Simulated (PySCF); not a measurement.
CH5N, SMILES `CN`.

PySCF calculation, def2-TZVP basis, gas phase; geometry: GFN2-xTB. No frequency check shows the geometry to be a minimum.

Cartesian coordinates (Å):

```
C1       0.7030    0.0000   -0.0159
N2      -0.7431   -0.0001    0.1206
H3       1.0986   -0.8841    0.4833
H4       1.0989    0.8832    0.4840
H5       1.0620    0.0005   -1.0554
H6      -1.1379   -0.8184   -0.3310
H7      -1.1376    0.8190   -0.3303
```

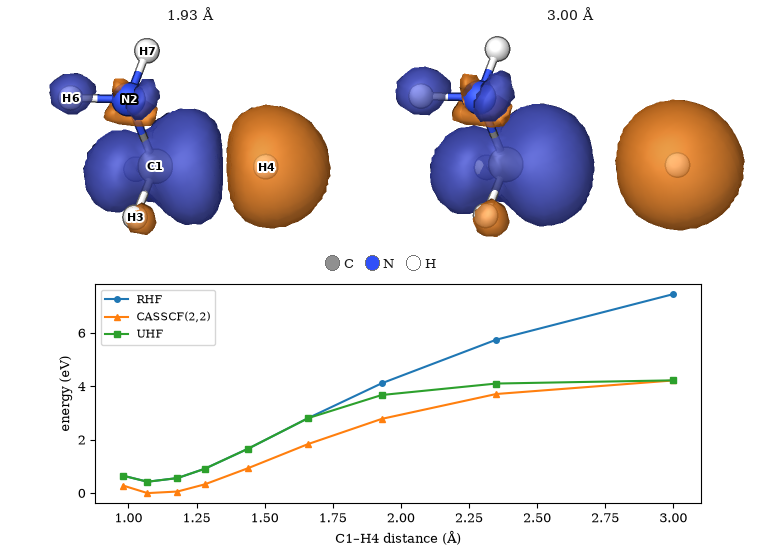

Rigid stretch of the C1–H4 bond. Broken-symmetry UHF spin density at ±0.03 e/Å³ (orange: α, blue: β). Below: energies along the scan, from the lowest point of the three curves.

**How does the broken-symmetry solution share the spin, and how far is it from a pure singlet?**

At 3.00 Å excess α spin lies mostly on H4 and excess β on C1; the two could be swapped at no cost. ⟨S²⟩ is 0.57 at 1.93 Å and 0.99 at 3.00 Å, against 0 for a pure singlet and 1 for an equal mix of singlet and triplet.

**Where does the UHF solution part from RHF?**

Between 1.44 Å (⟨S²⟩ = 0, the two coincide) and 1.66 Å (⟨S²⟩ = 0.04); at 3.00 Å ⟨S²⟩ is 0.99 and UHF lies 3.2 eV below RHF.

**How much energy does the stretch cost?**

By CASSCF, 4.2 eV from the lowest point of the scan (1.07 Å) to 3.00 Å; RHF gives 7.0 eV from its own lowest point. The fragments aren't relaxed and dynamic correlation is missing, so this isn't a bond dissociation energy.
